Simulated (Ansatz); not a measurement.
# AlGa (singlet): from Hartree-Fock to the top rungs, aug-cc-pVDZ

Aim: climb from Hartree-Fock through coupled cluster and multireference methods for AlGa (singlet) at one geometry and basis, and see what each rung misses.

The runs use Ansatz 0.2.0, Gaussian basis; aug-cc-pVDZ, core rule «outside noble gas», up to 19 orbitals frozen.

To be run: UHF; CCSD(T) on RHF; CCSD(T) on UHF; BCCD(T) on RHF; CISD; CCSDT(Q) on RHF; CCSDT(Q) on UHF; CASSCF and MRCISD+Q, 6 electrons in 8 orbitals; CASSCF and NEVPT2, 6 electrons in 8 orbitals.

15 further runs of the same task are left out: 3 for a known fault of the program, 5 that didn't finish, 7 set aside as unsound or not needed.

## Step 1: The system

The geometry is a PBE0/def2-TZVP stationary point (not a proven minimum) of the parent state, kept for this charge and spin. No spin-orbit coupling is included. The filled d shell of Ga may be among the frozen orbitals whatever the setting's name suggests; the logs give the count.

2 atoms, charge 0, spin multiplicity 1.

Atoms are counted from 1 here; the program's logs count them from 0.

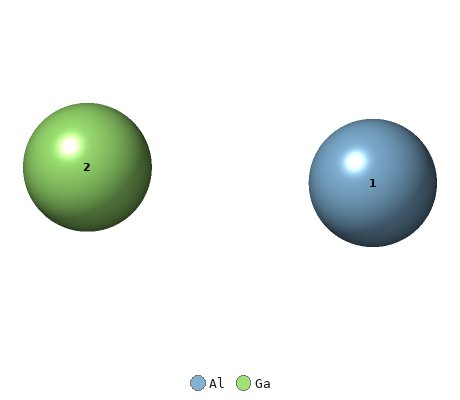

The geometry (aluminium light blue, gallium green); atoms are numbered from 1 in the order of the file.

In the tables R marks a restricted determinant and U an unrestricted one; 'valence' is the active space of 6 electrons in 8 orbitals; energies count from the table's Hartree-Fock row.

## Step 2: UHF

Contents of in.yaml:

```yaml
crystal:
  periodic: [false, false, false]
  atoms:
    - {symbol: Al, position_ang: [0.000000, 0.000000, 0.000000]}
    - {symbol: Ga, position_ang: [0.000000, 0.000000, 3.240300]}
basis:
  gaussian: {orbitals: aug-cc-pVDZ}
magnetization: {spin_polarized: true, initial_magnetization: 0}
hamiltonian: {xc: hf}
output: {orbitals: {seedname: orbitals}}
```

Launch:

```bash
> ansatz run in.yaml --threads 1 --pin off --events-out ev --progress --plain --max-ram 2393MiB
```

The program printed:

```text
Functional definition: HF
  name "HF"
  cite "Fock, Z. Phys. 61, 126 (1930) doi:10.1007/BF01340294"
  parent pbe
  exchange = exact_x
  correlation = 0
683 factors; integrals over basis functions are off by at most 7.2e-4 eV
mean field evaluation 1: about -58914.2757 eV, gradient 2.9e0 eV
mean field evaluation 2: about -58914.2812 eV, gradient 2.9e0 eV
mean field evaluation 4: about -58914.5360 eV, gradient 2.6e-1 eV
mean field evaluation 8: about -58914.5385 eV, gradient 6.6e-6 eV
mean field evaluation 16: about -58914.5448 eV, gradient 1.8e-1 eV
mean field evaluation 32: about -58914.2509 eV, gradient 3.9e0 eV
mean field evaluation 64: about -58914.9607 eV, gradient 2.9e-1 eV
mean field evaluation 96: about -58914.8232 eV, gradient 6.5e-1 eV
mean field evaluation 128: about -58914.9211 eV, gradient 2.5e-1 eV
mean field evaluation 160: about -58913.8629 eV, gradient 5.0e0 eV
mean field evaluation 192: about -58913.2070 eV, gradient 4.8e0 eV
mean field evaluation 224: about -58914.0009 eV, gradient 1.5e0 eV
mean field evaluation 256: about -58914.5385 eV, gradient 2.0e-4 eV
mean field evaluation 288: about -58914.9750 eV, gradient 5.0e-6 eV
mean field -58914.97496241 eV, -2165.0853958644 hartree, gradient 5.0e-6 eV, S^2 1.034741; 10 other end points of the search recorded, 0 dependent functions left out
reference -58914.97496241 eV, -2165.0853958644 hartree; 22, 22 occupied and 41, 41 virtual orbitals, 683 factors
Total energy: -58914.97496241 eV, -2165.0853958644 hartree
```

It took 6.5 s on 1 thread of Arm Neoverse V2, shared host.

From the report: ⟨S²⟩ of the determinant 1.035 (pure singlet: 0.00). The determinant is far from a pure spin state, so its energy mixes those of several spin states (harmless only where they are near-degenerate, as at dissociation).

The unrestricted solution breaks the spin symmetry, so the restricted determinant is unstable here.

## Step 3: CCSD(T) on RHF

Contents of in.yaml:

```yaml
crystal:
  periodic: [false, false, false]
  atoms:
    - {symbol: Al, position_ang: [0.000000, 0.000000, 0.000000]}
    - {symbol: Ga, position_ang: [0.000000, 0.000000, 3.240300]}
basis:
  gaussian: {orbitals: aug-cc-pVDZ}
magnetization: {spin_polarized: false}
correlation: {method: ccsd_t, electrons: outside_noble_gas}
```

Launched as before.

The program printed, shortened:

```text
Functional definition: HF
  name "HF"
  cite "Fock, Z. Phys. 61, 126 (1930) doi:10.1007/BF01340294"
  parent pbe
[...]
683 factors; integrals over basis functions are off by at most 7.2e-4 eV
[...]
mean field -58914.53847033 eV, -2165.0693550762 hartree, gradient 4.6e-6 eV, S^2 0.000000; 10 other end points of the search recorded, 0 dependent functions left out; unrestricted orbitals would lower it
determinant -58914.53847033 eV, -2165.0693550762 hartree, with singles and doubles -58917.74391199 eV, -2165.1871528844 hartree
determinant -58913.47328477 eV, -2165.0302102289 hartree, with singles and doubles -58917.10684717 eV, -2165.1637411842 hartree
19 core orbitals not correlated: weight in the atoms' cores, before any rotation towards them, 1.000 or more for the frozen orbitals, at most 0.000 for the correlated occupied ones
reference -58914.53847033 eV, -2165.0693550762 hartree; 3, 3 occupied and 41, 41 virtual orbitals, 683 factors
second order -2.25564847 eV of doubles, -0.00000000 eV of singles
cycle   1  -3.18536702 eV  change   -3.0e-2 eV  update   2.0e-2
[...]
cycle  12  -3.19009236 eV  change   -3.2e-7 eV  update   5.1e-6
perturbative correction -0.10679970 eV, -0.0039248165 hartree
Total energy: -58917.83536239 eV, -2165.1905136246 hartree
```

Run time: 3.4 s. Hardware: 1 thread of Arm Neoverse V2, shared host.

From the report: correlation -3.2969 eV; T1 0.019; largest double amplitude 0.07.

## Step 4: CCSD(T) on UHF

in.yaml, as its differences from that of step 3:

```diff
@@ -7,3 +7,3 @@
   gaussian: {orbitals: aug-cc-pVDZ}
-magnetization: {spin_polarized: false}
+magnetization: {spin_polarized: true, initial_magnetization: 0}
 correlation: {method: ccsd_t, electrons: outside_noble_gas}
```

Launched as before.

The program printed, shortened:

```text
Functional definition: HF
  name "HF"
  cite "Fock, Z. Phys. 61, 126 (1930) doi:10.1007/BF01340294"
  parent pbe
[...]
683 factors; integrals over basis functions are off by at most 7.2e-4 eV
[...]
mean field -58914.97496241 eV, -2165.0853958644 hartree, gradient 1.4e-6 eV, S^2 1.034741; 38 other end points of the search recorded, 0 dependent functions left out
determinant -58914.97496241 eV, -2165.0853958644 hartree, with singles and doubles -58917.77065439 eV, -2165.1881356495 hartree
determinant -58914.86162477 eV, -2165.0812307828 hartree, with singles and doubles -58917.66046553 eV, -2165.1840862835 hartree
determinant -58914.82865998 eV, -2165.0800193491 hartree, with singles and doubles -58917.66417381 eV, -2165.1842225604 hartree
determinant -58914.82695964 eV, -2165.0799568628 hartree, with singles and doubles -58917.67083196 eV, -2165.1844672429 hartree
[...]
determinant -58914.08643188 eV, -2165.0527429696 hartree, with singles and doubles -58917.23905627 eV, -2165.1685997791 hartree
determinant -58914.53847033 eV, -2165.0693550762 hartree, with singles and doubles -58917.73787335 eV, -2165.1869309684 hartree
determinant -58914.53847033 eV, -2165.0693550762 hartree, with singles and doubles -58917.72856143 eV, -2165.1865887617 hartree
determinant -58913.47328492 eV, -2165.0302102343 hartree, with singles and doubles -58917.10384035 eV, -2165.1636306855 hartree
19 core orbitals not correlated: weight in the atoms' cores, before any rotation towards them, 1.000 or more for the frozen orbitals, at most 0.000 for the correlated occupied ones
reference -58914.97496241 eV, -2165.0853958644 hartree; 3, 3 occupied and 41, 41 virtual orbitals, 683 factors
second order -1.87226187 eV of doubles, -0.00000000 eV of singles
cycle   1  -2.80173478 eV  change    1.6e-7 eV  update   4.2e-6
perturbative correction -0.10629235 eV, -0.0039061720 hartree
Total energy: -58917.88298955 eV, -2165.1922638904 hartree
```

Run time: 56 s. Hardware: 1 thread of Arm Neoverse V2, shared host.

From the report: ⟨S²⟩ of the determinant 1.035 (pure singlet: 0.00); correlation -2.9080 eV; T1 0.086; largest double amplitude 0.04. The determinant is far from a pure spin state, so its energy mixes those of several spin states (harmless only where they are near-degenerate, as at dissociation).

## Step 5: BCCD(T) on RHF

Contents of in.yaml:

```yaml
crystal:
  periodic: [false, false, false]
  atoms:
    - {symbol: Al, position_ang: [0.000000, 0.000000, 0.000000]}
    - {symbol: Ga, position_ang: [0.000000, 0.000000, 3.240300]}
basis:
  gaussian: {orbitals: aug-cc-pVDZ}
magnetization: {spin_polarized: false}
correlation: {method: bccd_t, electrons: outside_noble_gas}
```

The command is unchanged.

The program printed, shortened:

```text
Functional definition: HF
  name "HF"
  cite "Fock, Z. Phys. 61, 126 (1930) doi:10.1007/BF01340294"
  parent pbe
[...]
683 factors; integrals over basis functions are off by at most 7.2e-4 eV
[...]
mean field -58914.53847033 eV, -2165.0693550762 hartree, gradient 4.6e-6 eV, S^2 0.000000; 10 other end points of the search recorded, 0 dependent functions left out; unrestricted orbitals would lower it
determinant -58914.53847033 eV, -2165.0693550762 hartree, with singles and doubles -58917.74391199 eV, -2165.1871528844 hartree
determinant -58913.47328477 eV, -2165.0302102289 hartree, with singles and doubles -58917.10684717 eV, -2165.1637411842 hartree
19 core orbitals not correlated: weight in the atoms' cores, before any rotation towards them, 1.000 or more for the frozen orbitals, at most 0.000 for the correlated occupied ones
reference -58914.53847033 eV, -2165.0693550762 hartree; 3, 3 occupied and 41, 41 virtual orbitals, 683 factors
second order -2.25564847 eV of doubles, -0.00000000 eV of singles
cycle   1  -3.18467445 eV  change   -2.9e-2 eV  update   2.0e-2
[...]
cycle  12  -3.18763389 eV  change   -5.4e-7 eV  update   5.1e-6
perturbative correction -0.10930944 eV, -0.0040170476 hartree
Total energy: -58917.83541366 eV, -2165.1905155087 hartree
```

It took 3.5 s on 1 thread of Arm Neoverse V2, shared host.

From the report: correlation -3.2969 eV; largest double amplitude 0.07.

## Step 6: CISD

Contents of in.yaml:

```yaml
crystal:
  periodic: [false, false, false]
  atoms:
    - {symbol: Al, position_ang: [0.000000, 0.000000, 0.000000]}
    - {symbol: Ga, position_ang: [0.000000, 0.000000, 3.240300]}
basis:
  gaussian: {orbitals: aug-cc-pVDZ}
correlation: {active_space: {ras: {orbitals: [3, 0, 41], electrons: 6, max_holes: 2, max_particles: 2}, fixed_orbitals: true}}
```

Launched as before.

The program printed:

```text
Functional definition: HF
  name "HF"
  cite "Fock, Z. Phys. 61, 126 (1930) doi:10.1007/BF01340294"
  parent pbe
  exchange = exact_x
  correlation = 0
683 factors; integrals over basis functions are off by at most 7.2e-4 eV
mean field evaluation 1: about -58914.2757 eV, gradient 4.1e0 eV
mean field evaluation 2: about -58914.2812 eV, gradient 4.1e0 eV
mean field evaluation 4: about -58914.5363 eV, gradient 3.7e-1 eV
mean field evaluation 8: about -58914.5385 eV, gradient 4.5e-4 eV
mean field evaluation 16: about -58913.4731 eV, gradient 7.8e-2 eV
mean field evaluation 32: about -58914.3252 eV, gradient 3.9e0 eV
mean field evaluation 64: about -58914.5370 eV, gradient 1.6e-1 eV
mean field -58914.53847033 eV, -2165.0693550762 hartree, gradient 4.6e-6 eV, S^2 0.000000; 10 other end points of the search recorded, 0 dependent functions left out
reference -58914.53847033 eV, -2165.0693550762 hartree; 22, 22 occupied and 41, 41 virtual orbitals, 683 factors
state -58917.48005217 eV, -2165.1774562149 hartree
Total energy: -58917.48005217 eV, -2165.1774562149 hartree
```

Wall time 2.6 s (1 thread of Arm Neoverse V2, shared host).

From the report: 6,040 determinants.

## Step 7: CCSDT(Q) on RHF

Contents of in.yaml:

```yaml
crystal:
  periodic: [false, false, false]
  atoms:
    - {symbol: Al, position_ang: [0.000000, 0.000000, 0.000000]}
    - {symbol: Ga, position_ang: [0.000000, 0.000000, 3.240300]}
basis:
  gaussian: {orbitals: aug-cc-pVDZ}
magnetization: {spin_polarized: false}
correlation: {method: ccsdt_q, electrons: outside_noble_gas}
```

Same command.

The program printed, shortened:

```text
Functional definition: HF
  name "HF"
  cite "Fock, Z. Phys. 61, 126 (1930) doi:10.1007/BF01340294"
  parent pbe
[...]
1114 factors; integrals over basis functions are off by at most 2.2e-7 eV
[...]
mean field -58914.53847193 eV, -2165.0693551349 hartree, gradient 9.9e-7 eV, S^2 0.000000; 9 other end points of the search recorded, 0 dependent functions left out; unrestricted orbitals would lower it
determinant -58914.53847193 eV, -2165.0693551349 hartree, with singles and doubles -58917.74391577 eV, -2165.1871530234 hartree
determinant -58913.47328578 eV, -2165.0302102660 hartree, with singles and doubles -58917.10685005 eV, -2165.1637412899 hartree
19 core orbitals not correlated: weight in the atoms' cores, before any rotation towards them, 1.000 or more for the frozen orbitals, at most 0.000 for the correlated occupied ones
reference -58914.53847193 eV, -2165.0693551349 hartree; 3, 3 occupied and 41, 41 virtual orbitals, 1114 factors
second order -2.25565949 eV of doubles, -0.00000000 eV of singles
cycle   1  -2.83557811 eV  change   -5.8e-1 eV  update   1.0e-1
[...]
cycle  21  -3.33355062 eV  change    2.8e-8 eV  update   5.1e-7
perturbative correction -0.01222124 eV, -0.0004491224 hartree
Total energy: -58917.88424379 eV, -2165.1923099831 hartree
```

It took 8 s on 1 thread of Arm Neoverse V2, shared host.

From the report: correlation -3.3458 eV; T1 0.020; largest double amplitude 0.12.

## Step 8: CCSDT(Q) on UHF

in.yaml, as its differences from that of step 7:

```diff
@@ -7,3 +7,3 @@
   gaussian: {orbitals: aug-cc-pVDZ}
-magnetization: {spin_polarized: false}
+magnetization: {spin_polarized: true, initial_magnetization: 0}
 correlation: {method: ccsdt_q, electrons: outside_noble_gas}
```

Launched as before.

The program printed, shortened:

```text
Functional definition: HF
  name "HF"
  cite "Fock, Z. Phys. 61, 126 (1930) doi:10.1007/BF01340294"
  parent pbe
[...]
1114 factors; integrals over basis functions are off by at most 2.2e-7 eV
[...]
mean field -58914.97496685 eV, -2165.0853960274 hartree, gradient 1.7e-6 eV, S^2 1.034742; 37 other end points of the search recorded, 0 dependent functions left out
determinant -58914.97496685 eV, -2165.0853960274 hartree, with singles and doubles -58917.77099568 eV, -2165.1881481916 hartree
determinant -58914.86162836 eV, -2165.0812309146 hartree, with singles and doubles -58917.66049322 eV, -2165.1840873011 hartree
determinant -58914.82866361 eV, -2165.0800194825 hartree, with singles and doubles -58917.66426993 eV, -2165.1842260928 hartree
determinant -58914.82696334 eV, -2165.0799569987 hartree, with singles and doubles -58917.67089042 eV, -2165.1844693914 hartree
[...]
determinant -58914.53847193 eV, -2165.0693551349 hartree, with singles and doubles -58917.72856587 eV, -2165.1865889249 hartree
determinant -58913.47328578 eV, -2165.0302102660 hartree, with singles and doubles -58917.09210311 eV, -2165.1631993499 hartree
19 core orbitals not correlated: weight in the atoms' cores, before any rotation towards them, 1.000 or more for the frozen orbitals, at most 0.000 for the correlated occupied ones
reference -58914.97496685 eV, -2165.0853960274 hartree; 3, 3 occupied and 41, 41 virtual orbitals, 1114 factors
second order -1.87226405 eV of doubles, -0.00000000 eV of singles
cycle   1  -2.39978733 eV  change   -5.3e-1 eV  update   1.0e-1
[...]
cycle  44  -2.98158324 eV  change    2.5e-7 eV  update   7.3e-7
perturbative correction -0.02047501 eV, -0.0007524427 hartree
WARN: the results are in doubt because among natural orbitals full CI differs from the method by +0.187 eV
Total energy: -58917.97702510 eV, -2165.1957196331 hartree
In doubt: among natural orbitals full CI differs from the method by +0.187 eV
```

Run time: 96 s. Hardware: 1 thread of Arm Neoverse V2, shared host; peak memory 0.27 GiB.

From the report: ⟨S²⟩ of the determinant 1.035 (pure singlet: 0.00); correlation -3.0021 eV; T1 0.044; largest double amplitude 0.23. The determinant is far from a pure spin state, so its energy mixes those of several spin states (harmless only where they are near-degenerate, as at dissociation). The program marks this result as in doubt; its last lines say why.

## Step 9: CASSCF and MRCISD+Q, 6 electrons in 8 orbitals

Contents of in.yaml:

```yaml
crystal:
  periodic: [false, false, false]
  atoms:
    - {symbol: Al, position_ang: [0.000000, 0.000000, 0.000000]}
    - {symbol: Ga, position_ang: [0.000000, 0.000000, 3.240300]}
basis:
  gaussian: {orbitals: aug-cc-pVDZ}
correlation: {method: fic_mrcisd_q, electrons: outside_noble_gas, active_space: {window: {electrons: 6, orbitals: 8}, shells: [{species: Al, l: s, shell: 3}, {species: Al, l: p, shell: 3}, {species: Ga, l: s, shell: 4}, {species: Ga, l: p, shell: 4}]}}
```

Launched as before.

The program printed, shortened:

```text
Functional definition: HF
  name "HF"
  cite "Fock, Z. Phys. 61, 126 (1930) doi:10.1007/BF01340294"
  parent pbe
[...]
1114 factors; integrals over basis functions are off by at most 2.2e-7 eV
[...]
mean field -58914.53847193 eV, -2165.0693551349 hartree, gradient 9.9e-7 eV, S^2 0.000000; 9 other end points of the search recorded, 0 dependent functions left out; unrestricted orbitals would lower it
reference -58914.53847193 eV, -2165.0693551349 hartree; 22, 22 occupied and 41, 41 virtual orbitals, 1114 factors
state -58916.38567509 eV, -2165.1372385989 hartree
contracted CI cycle   1: correlation 0.00000000 eV, 0.0000000000 hartree, residual 5.91e0 eV
contracted CI cycle   2: correlation -1.26307253 eV, -0.0464170594 hartree, residual 1.70e0 eV
contracted CI cycle   3: correlation -1.35604937 eV, -0.0498338953 hartree, residual 4.80e-1 eV
contracted CI cycle   4: correlation -1.36434695 eV, -0.0501388255 hartree, residual 1.69e-1 eV
contracted CI cycle   5: correlation -1.36559690 eV, -0.0501847606 hartree, residual 6.54e-2 eV
contracted CI cycle   6: correlation -1.36578245 eV, -0.0501915794 hartree, residual 2.77e-2 eV
contracted CI cycle   7: correlation -1.36581338 eV, -0.0501927161 hartree, residual 9.72e-3 eV
contracted CI cycle   8: correlation -1.36581689 eV, -0.0501928451 hartree, residual 3.17e-3 eV
contracted CI cycle   9: correlation -1.36581728 eV, -0.0501928594 hartree, residual 1.09e-3 eV
state -58916.38567509 eV, -2165.1372385989 hartree; corrected -58917.83698643 eV, -2165.1905733072 hartree
Total energy: -58917.83698643 eV, -2165.1905733072 hartree
Checks for a lower state left out: starts, orbital_swaps
```

It took 7 s on 1 thread of Arm Neoverse V2, shared host.

From the report: 792 determinants; active occupations 1.96, 1.90, 1.86, 0.06, 0.06, 0.06, 0.05, 0.05.

## Step 10: CASSCF and NEVPT2, 6 electrons in 8 orbitals

Contents of in.yaml:

```yaml
crystal:
  periodic: [false, false, false]
  atoms:
    - {symbol: Al, position_ang: [0.000000, 0.000000, 0.000000]}
    - {symbol: Ga, position_ang: [0.000000, 0.000000, 3.240300]}
basis:
  gaussian: {orbitals: aug-cc-pVDZ}
correlation: {method: sc_nevpt2, electrons: outside_noble_gas, active_space: {window: {electrons: 6, orbitals: 8}, shells: [{species: Al, l: s, shell: 3}, {species: Al, l: p, shell: 3}, {species: Ga, l: s, shell: 4}, {species: Ga, l: p, shell: 4}]}}
```

Same command.

The program printed, shortened:

```text
Functional definition: HF
  name "HF"
  cite "Fock, Z. Phys. 61, 126 (1930) doi:10.1007/BF01340294"
  parent pbe
[...]
1114 factors; integrals over basis functions are off by at most 2.2e-7 eV
[...]
mean field -58914.53847193 eV, -2165.0693551349 hartree, gradient 9.9e-7 eV, S^2 0.000000; 9 other end points of the search recorded, 0 dependent functions left out; unrestricted orbitals would lower it
reference -58914.53847193 eV, -2165.0693551349 hartree; 22, 22 occupied and 41, 41 virtual orbitals, 1114 factors
state -58916.38567509 eV, -2165.1372385989 hartree
state -58916.38567509 eV, -2165.1372385989 hartree; corrected -58917.33471447 eV, -2165.1721151528 hartree
Total energy: -58917.33471447 eV, -2165.1721151528 hartree
Checks for a lower state left out: starts, orbital_swaps
```

Run time: 6 s. Hardware: 1 thread of Arm Neoverse V2, shared host.

From the report: 792 determinants; active occupations 1.96, 1.90, 1.86, 0.06, 0.06, 0.06, 0.05, 0.05.

## Step 11: How many determinants matter

Natural occupations of the CASSCF valence state about the gap (report; correlated orbitals 1 to 8): 1.961, 1.902, 1.865, 0.062, 0.060, 0.060, 0.045, 0.045. The count of effectively unpaired electrons, Σ n²(2 − n)², is 0.16; a single determinant of this spin has 0.

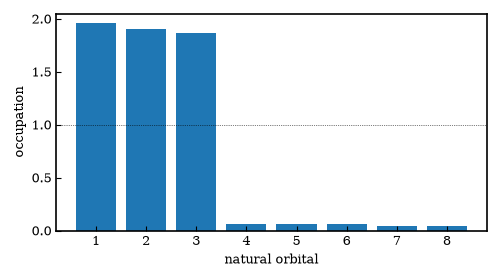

Natural occupations of the CASSCF valence state.

## Step 12: Misses and costs

No level here is safe as a reference; RCCSDT(Q) serves as a yardstick only. Rows without a time come out of other runs: HF, MP2 and CCSD of CCSD(T), CCSDT of CCSDT(Q), CASSCF and MRCISD of the multireference runs.

Differences are taken before rounding.

```tsv
method	energy from the lowest RHF (meV)	from RCCSDT(Q) (meV)	time
RHF	0.0	+3345.8	
UHF	-436.5	+2909.3	
RMP2	-2255.6	+1090.1	
UMP2	-2308.8	+1037.0	
CISD	-2941.6	+404.2	2.6 s
RCCSD	-3190.1	+155.7	
UCCSD	-3238.2	+107.5	
RCCSD(T)	-3296.9	+48.9	3.4 s
UCCSD(T)	-3344.5	+1.3	56 s
BCCD(T)	-3296.9	+48.8	3.5 s
RCCSDT	-3333.6	+12.2	
UCCSDT	-3418.1	-72.3	
RCCSDT(Q)	-3345.8	0	8 s
UCCSDT(Q)	-3438.6	-92.8	96 s
CASSCF valence	-1847.2	+1498.6	
NEVPT2 valence	-2796.2	+549.5	6 s
MRCISD valence	-3213.0	+132.8	
MRCISD+Q valence	-3298.5	+47.3	7 s
```

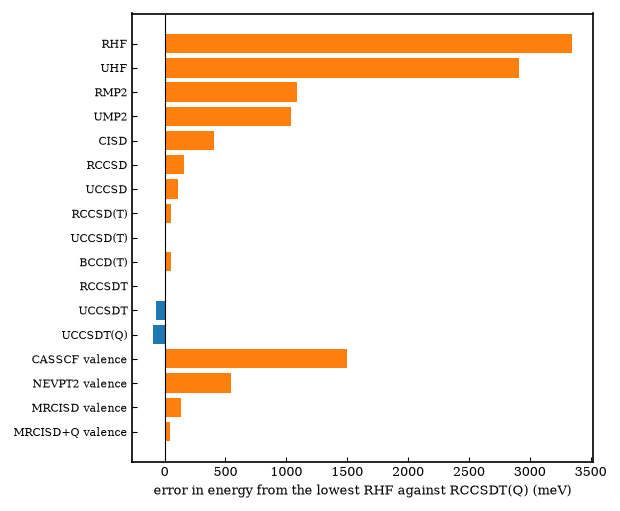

Error of each method against RCCSDT(Q).

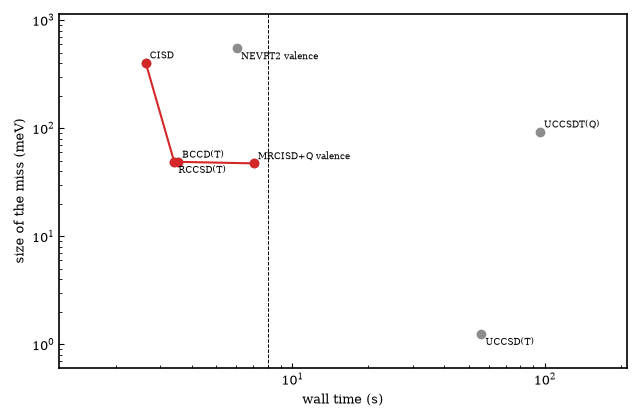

Miss against cost. Red marks the levels that no quicker level drawn beats (of those quicker than the yardstick), and the dashed line is the time of RCCSDT(Q). Times are from a shared host.

The program flags UCCSDT(Q) as in doubt (see the logs), so those rows may rest on another solution; read them beside their warnings.

## Step 13: Results

```
                       quantity        value
 RCCSDT(Q) below the RHF energy   -3.3458 eV
            RMP2 from RCCSDT(Q)  +1090.1 meV
            UMP2 from RCCSDT(Q)  +1037.0 meV
           RCCSD from RCCSDT(Q)   +155.7 meV
        RCCSD(T) from RCCSDT(Q)    +48.9 meV
        UCCSD(T) from RCCSDT(Q)     +1.3 meV
       UCCSDT(Q) from RCCSDT(Q)    -92.8 meV
  NEVPT2 valence from RCCSDT(Q)   +549.5 meV
MRCISD+Q valence from RCCSDT(Q)    +47.3 meV
                  T1 diagnostic        0.019
 effectively unpaired electrons         0.16
```

RCCSD(T) misses by +48.9 meV, 1.5 % of the correlation energy. CCSD(T) misses by +48.9 meV on the restricted determinant and by +1.3 meV on the unrestricted one; the two need not hold the same state or core. One determinant dominates. Warnings: restricted reference is unstable; spin contamination.
